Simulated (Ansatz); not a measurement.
# GaN: pressure series

Take GaN in the wurtzite structure (space group P6_3mc, No. 186; a = 3.1827 Å, c = 5.1857 Å) as the base.

Cell and atoms are relaxed at each pressure.

The values are results of Ansatz (an electronic-structure program) PBEsol, without spin-orbit coupling, earlier PAW set, not measurements.

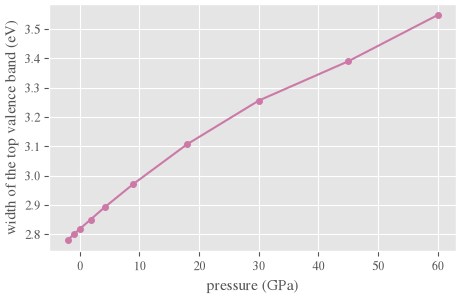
Width of the top valence band against pressure

Problem. From the plot, what is the width of the top valence band for pressure 1.8 GPa?

Solution. About 2.85 eV.

Problem. Is the trend monotonic over the range shown?

Solution. Yes, it rises throughout, spanning 2.78 eV to 3.55 eV.

The levels and masses belong to the bands next to the band gap. Load acts through the strain it causes; cell and atoms are relaxed under it. Whether these cells are dynamically stable was not tested. Measured, GaN leaves this structure (for rock salt) near 47 GPa (temperature not stated; as listed in Datta, Sujoy, Jana, Debnarayan, arXiv (2020)), on rising pressure, with hysteresis.
